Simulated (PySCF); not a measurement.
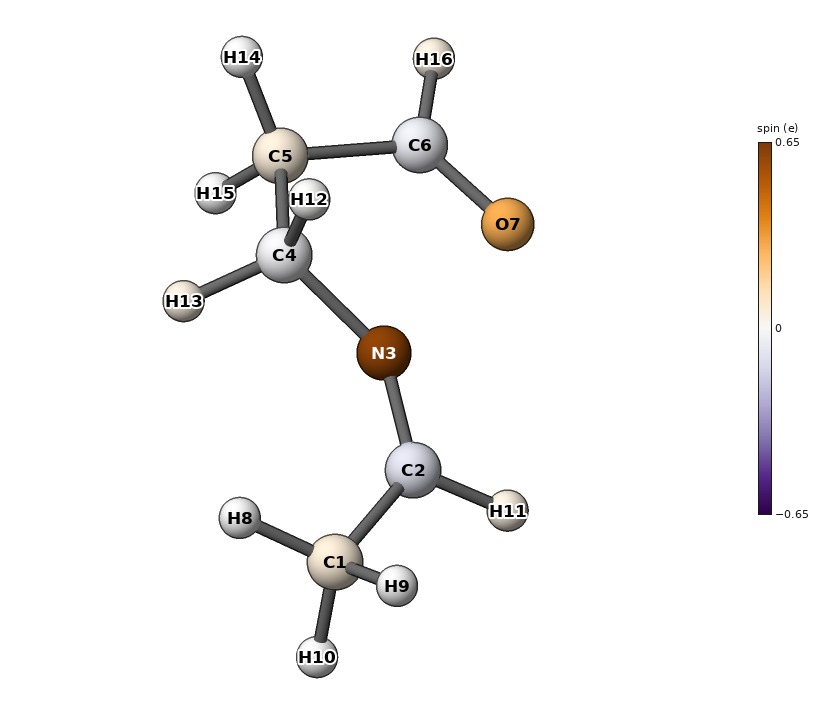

Atoms are coloured by their Mulliken spin populations. Charge +1, doublet. The geometry was computed by an optimisation with GFN2-xTB. No frequency run is at hand to confirm it as a minimum. Method: UKS B3LYP, pcH-1 on C H N O, non-relativistic (PySCF 2.14.0).

> Which atom carries the largest spin population?

N3 (0.61 e).

> Which atom has the lowest spin population?

C2 (−0.09 e); a negative value comes from spin polarisation.

List the Mulliken spin populations.

```
atom  value (e)
  C1       0.06
  C2      −0.09
  N3       0.61
  C4      −0.02
  C5       0.06
  C6      −0.05
  O7       0.29
  H8       0.00
  H9       0.00
 H10       0.00
 H11       0.05
 H12       0.00
 H13       0.05
 H14       0.00
 H15       0.00
 H16       0.05
```

Mulliken values depend strongly on the basis set.
